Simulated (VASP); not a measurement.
Band structure of AlIn₃N₄ (ordered alloy cell). Level of theory: PBEsol GGA, VASP's PBE PAW potentials (set 64) (plane waves; VASP 6.6.1).

Unless said otherwise, spin-orbit coupling is left out, though it shifts the bands of the heavy elements here.

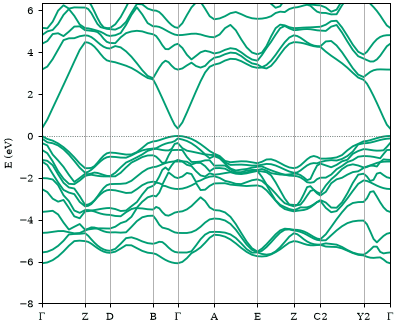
*Bands along high-symmetry lines, zero at the valence-band maximum or, without a gap, the Fermi level*

Problem. Read the plot: is there a gap, and where are the band edges?

Solution. The gap is direct, 0.36 eV, from the valence maximum at Γ to the conduction minimum at Γ. (Edges off the drawn lines would not show.)

The structure was generated: AlIn3N4 was put into an ordered model structure (Pm), which need not be its known phase. It was relaxed first.
